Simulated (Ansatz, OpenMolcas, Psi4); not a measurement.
## How methods differ on C2HClF2 (SMILES FC(F)=CCl)

The species is C2HClF2 (6 atoms), meant as a singlet with charge 0. As SMILES, `FC(F)=CCl`. The coordinates come from a PBE0-D4/def2-TZVP relaxation.

Each level gives the vertical energy of the triplet above the singlet (eV). The values are calculated.

| level | kind | program | value (eV) | less CCSD(T)/6-31G* | CPU time (all runs) |
| --- | --- | --- | --- | --- | --- |
| TPSS/6-31G* (spherical functions) | meta-GGA | OpenMolcas | 4.54 | -0.30 | 90 s |
| r2SCAN/6-31G* (spherical functions) | meta-GGA | Ansatz | 4.43 | -0.41 | 30 s |
| CAM-B3LYP/6-31G* (spherical functions) | range-separated hybrid | Psi4 | 4.54 | -0.30 | 70 s |
| wB97M-V/6-31G* (spherical functions) | range-separated hybrid | Psi4 | 4.79 | -0.05 | 7.4 min |
| RPA@PBE/6-31G* (spherical functions) | RPA | Ansatz | 4.79 | -0.05 | 26 s |
| OMP2/6-31G* (density fitting for correlation, spherical functions) | perturbation theory | Psi4 | 6.22 | +1.38 | 3.5 min |
| CCSD(T)/6-31G* (spherical functions), open shells restricted | coupled cluster or CI | OpenMolcas | 4.84 | 0.00 | 97 s |
| CCSD/6-31G* (spherical functions) | coupled cluster or CI | Ansatz | 4.74 | -0.10 | 51 s |

CCSD(T)/6-31G* (spherical functions), open shells restricted is the highest level here, not the true value. The values span 4.43 to 6.22 eV. CPU times are rough (shared hosts, several kinds of processor): they show what a rung costs within a factor of a few.

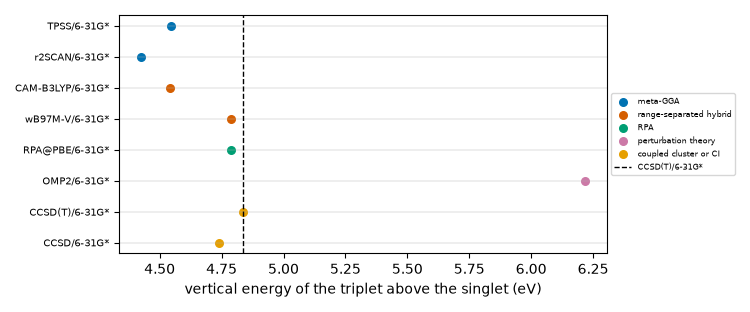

The values of the table, level by level.
